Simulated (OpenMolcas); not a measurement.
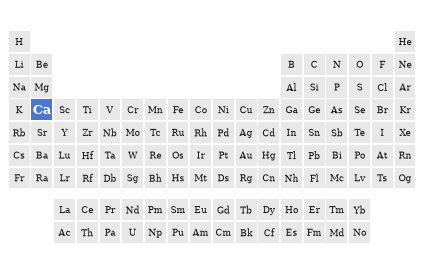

Fig. 1: The place of calcium in the periodic table.

## Ca⁺: multiconfigurational calculation

Ca⁺. Level asked for: state-averaged CASSCF, active space 1 electron in the shells 4s 4p 5s 5p, basis ANO-RCC-VDZP, DKH2 scalar Hamiltonian, spin-orbit coupling by RASSI with atomic mean-field integrals (OpenMolcas).

**The input**
```
&GATEWAY
Coord
1

Ca 0.0 0.0 0.0
Basis=ANO-RCC-VDZP
Group=XYZ
NoMove
AngMom=0.0 0.0 0.0
AMFI
&SEWARD
&RASSCF
FileOrb=start.orb
Symmetry=1
Spin=2
nActEl=1 0 0
Inactive=3 6
Ras2=1 3
CIRoot=1 1 1
SDav=1
CIMx=300
Iter=120 100
PrWF=0.3
OrbListing=Nothing
MaxOrb=0
Atom
>>> COPY $Project.JobIph JOBPRE
&RASSCF
FileOrb=start.orb
Symmetry=1
Spin=2
nActEl=1 0 0
Inactive=3 6
Ras2=2 6
CIRoot=7 7 1
SDav=2
CIMx=300
Iter=52 100
PrWF=0.3
OrbListing=Nothing
MaxOrb=0
Atom
CIOnly
>>> COPY $Project.JobIph JOB001
```

The file start.orb holds starting orbitals from an earlier step.

Command:
```bash
OMP_NUM_THREADS=1 MOLCAS_MEM=2252 MOLCAS_PROJECT=a pymolcas a.inp > a.log  # once for each step of the input, in one work folder
```

**Output (extracts)**
```
--- SEWARD ---
Basis set label: CA.ANO-RCC...5S4P1D.

      Electronic valence basis set:
      ------------------
      Associated Effective Charge  20.000000 au
      Associated Actual Charge     20.000000 au
      Nuclear Model: Point charge

      Shell  nPrim  nBasis  Cartesian Spherical Contaminant
         s      20       5        X
         p      16       4        X
         d       6       1                 X
                  Relativistic Douglas-Kroll-Hess integrals:
                    - DKH order of Hamiltonian: 2
                    - DKH order of Properties : 0
                  Atomic mean-field integrals
--- RASSCF ---
Wave function specifications:
      -----------------------------

      Number of closed shell electrons          18
      Number of electrons in active shells       1
      Max number of holes in RAS1 space          0
      Max nr of electrons in RAS3 space          0
      Number of inactive orbitals                9
      Number of active orbitals                  8
      Number of secondary orbitals               5
      Spin quantum number                      0.5
      State symmetry                             1
Orbital specifications:
      -----------------------

      Symmetry species                           1   2
                                                ag  au
      Frozen orbitals                            0   0
      Inactive orbitals                          3   6
      Active orbitals                            2   6
      RAS1 orbitals                              0   0
      RAS2 orbitals                              2   6
      RAS3 orbitals                              0   0
      Secondary orbitals                         5   0
      Deleted orbitals                           0   0
      Number of basis functions                 10  12
      Number of CSFs                             2
      Number of root(s) required                 7
 ************ ERROR ***********
  You can't ask for more roots
  than there are configurations
 ******************************
--- Stop Module: rasscf at  /rc=_RC_INPUT_ERROR_ ---
.####################.
.# User input error #.
.####################.
```

**What the run reported**

| quantity | value |
| --- | --- |
| outcome | refused by the program |
| hardware | 1 CPU thread, shared host |

**What went wrong**

One thing in this input was made wrong on purpose: too many roots. The program refused the input: “You can't ask for more roots”. Caveats: RASSCF multiplicity 2: _RC_INPUT_ERROR_.
